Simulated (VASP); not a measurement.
Band structure of BeZn3Te4 (ordered alloy cell). These are PBE GGA, VASP's PBE PAW potentials (set 64) (plane waves; VASP) values and carry that method's errors.

Unless said otherwise, spin-orbit coupling is left out, though it shifts the bands of the heavy elements here.

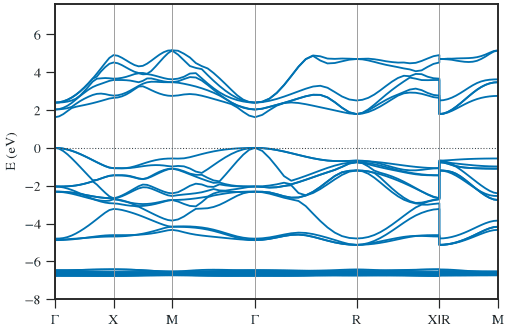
Fig. 1. Bands along high-symmetry lines, zero at the valence-band maximum or, without a gap, the Fermi level

Q: Read the plot: is there a gap, and where are the band edges?

A: The gap is direct, 1.62 eV, from the valence maximum at Γ to the conduction minimum at Γ. (Edges off the drawn lines would not show.)

The structure was generated: BeZn3Te4 was put into an ordered model structure (P-43m), which need not be its known phase. It was relaxed first.
